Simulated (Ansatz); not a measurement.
One crystal and one scan (frozen-phonon scan) at two levels, PBE (plane waves to 420 eV, PAW, scalar-relativistic; Ansatz, a program for electronic structure) and r2SCAN (plane waves to 500 eV, PAW, scalar-relativistic; Ansatz), each from its own relaxed cell and on its own mesh. The cell shown is that of PBE.

TaN (rock salt)

```
CELL_PARAMETERS angstrom
      0.00000     4.41704     4.41704
      2.20852     0.00000     2.20852
      2.20852     2.20852     0.00000
ATOMIC_POSITIONS crystal
  N  0.00000 0.00000 0.00000
  N  0.50000 0.00000 0.00000
  Ta 0.25000 0.50000 0.50000
  Ta 0.75000 0.50000 0.50000
```

A phonon eigenvector at L = (0.5, 0.0, 0.0) is frozen into this cell: atom i moves by Q times the vector below, so Q is the largest atomic displacement, in Å. The cell is held. (q is in reciprocal vectors of the primitive cell; the cell shown is doubled to hold the pattern.)

```csv
atom,x,y,z
N1,0.577,-0.577,-0.577
N2,-0.577,0.577,0.577
```

Atoms not listed stay in place.

Spin-orbit coupling is left out, though Ta is heavy. TaN is run without spin polarisation. TaN was relaxed with its symmetry unable to fall. This is a high-temperature form of TaN. With partly filled bands, energies and forces of such displacements shift with the k mesh and the smearing. Percentages come from the unrounded values. Both scans cover Q from -0.100 to 0.100 Å.

| quantity | PBE | r2SCAN | PBE − r2SCAN |
|---|---|---|---|
| Lattice constant a (Å) | 4.417 | 4.396 | +0.021 (+0.5 %) |
| Energy at Q = 0.100 Å (meV/cell) | 126 | 117 | +9 (+7 %) |
| Harmonic wavenumber from the curvature (finite differences) (cm⁻¹ (negative: imaginary)) | 493 | 474 | +19 (+3.9 %) |

PBE gives the higher value for: lattice constant a; energy at Q = 0.100 Å; harmonic wavenumber from the curvature. Both give the same space group of the distorted cell: R-3m (No. 166), lowered from Fm-3m.

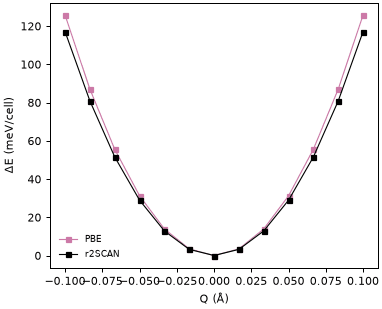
Figure. ΔE, each from the undisplaced structure of its own level.

(A displaced cell: forces are minus the slopes of the energy, force constants its curvatures, and phonons follow from these.)
